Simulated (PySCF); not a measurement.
# PBE0/def2-SVP run of CH5BFS− (SMILES CS[BH2-]F)

What is the vertical ionisation energy of CH5BFS− at PBE0/def2-SVP? Input form: a Python script.

Program for the calculation: PySCF 2.14.0.

### Step 1. The molecule

CH5BFS− has 9 atoms, charge -1, and is taken as a singlet. SMILES: `CS[BH2-]F`. Geometry: relaxed at GFN2-xTB. This is one conformer, not always the lowest.

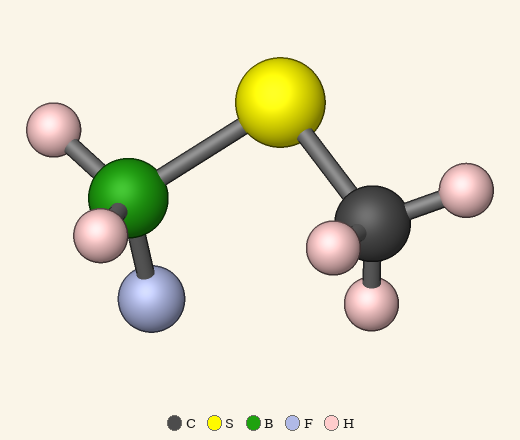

The structure, seen from a chosen angle (carbon dark grey, sulfur yellow, boron green, fluorine light blue, hydrogen pink).

### Step 2. The energy at PBE0/def2-SVP

Input file input.py:

```python
from pyscf import gto, dft

mol = gto.M(
    atom='''
C     -0.680100     1.109050    -0.556910
S     -1.130730    -0.260140     0.553500
B      0.636800    -1.113380     0.625000
F      1.005530    -1.525720    -0.673530
H     -0.238090     0.697230    -1.461300
H      0.042820     1.754550    -0.058240
H     -1.578560     1.672000    -0.800920
H      0.530970    -2.065360     1.354810
H      1.411360    -0.268230     1.017600
''',
    basis='def2-svp',
    max_memory=1860,
    charge=-1,
    verbose=3,
)

myscf = dft.RKS(mol, xc='pbe0')
myscf.conv_tol = 1e-10
myscf.grids.level = 4
myscf.kernel()
if not myscf.converged:
    myscf = myscf.newton().run(myscf.mo_coeff, myscf.mo_occ)

energy = myscf.e_tot
print('E(%s) = %.9f' % ('PBE0', energy))
```

Command:

```
$ OMP_NUM_THREADS=1 python input.py
```

Log:

```text
converged SCF energy = -563.52554793357
E(PBE0) = -563.525547934
```

Wall time 6.9 s (1 thread of Intel Xeon 6975P-C (Granite Rapids), shared host); peak memory 0.42 GiB.

### Step 3. Doublet neutral CH5BFS

Input file run.py:

```python
from pyscf import gto, dft

system = gto.Mole()
system.atom = [
    ('C', (-0.680100, 1.109050, -0.556910)),
    ('S', (-1.130730, -0.260140, 0.553500)),
    ('B', (0.636800, -1.113380, 0.625000)),
    ('F', (1.005530, -1.525720, -0.673530)),
    ('H', (-0.238090, 0.697230, -1.461300)),
    ('H', (0.042820, 1.754550, -0.058240)),
    ('H', (-1.578560, 1.672000, -0.800920)),
    ('H', (0.530970, -2.065360, 1.354810)),
    ('H', (1.411360, -0.268230, 1.017600)),
]
system.max_memory = 1860
system.basis = 'def2-svp'
system.spin = 1
system.verbose = 3
system.build()

mf = dft.UKS(system, xc='pbe0')
mf.conv_tol = 1e-10
mf.grids.level = 4
mf.kernel()
if not mf.converged:
    mf = mf.newton().run(mf.mo_coeff, mf.mo_occ)

etot = mf.e_tot
print('Final energy', etot)
```

Command:

```
$ OMP_NUM_THREADS=1 python run.py
```

Log:

```text
converged SCF energy = -563.416030227414  <S^2> = 0.75414449  2S+1 = 2.0041402
Final energy -563.416030227414
```

Run time: 14 s. Hardware: 1 thread of Intel Xeon 6975P-C (Granite Rapids), shared host; peak memory 0.44 GiB.

### Step 4. Summary of results

At PBE0/def2-SVP:

```
                                                              quantity          value
                                         singlet CH5BFS−: total energy  -563.52555 Eh
                                          singlet CH5BFS−: HOMO energy       -0.61 eV
                                          singlet CH5BFS−: LUMO energy        6.35 eV
singlet CH5BFS−: HOMO–LUMO gap (to an unbound level, set by the basis)        6.95 eV
                                  doublet neutral CH5BFS: total energy  -563.41603 Eh
                                 doublet neutral CH5BFS: dipole moment         4.36 D
            doublet neutral CH5BFS: HOMO energy (highest over α and β)       -7.78 eV
             doublet neutral CH5BFS: LUMO energy (lowest over α and β)       -5.27 eV
                                          doublet neutral CH5BFS: ⟨S²⟩          0.754
                   vertical detachment energy (to the doublet neutral)       2.980 eV
```

**Reading.** The vertical ionisation energy comes to 2.98 eV (288 kJ/mol). −ε(HOMO) before ionisation, 0.61 eV, is 2.37 eV below this ionisation energy. Mulliken charges (doublet neutral CH5BFS) run from -0.24 on F4 to +0.13 on H5; they depend strongly on the basis.
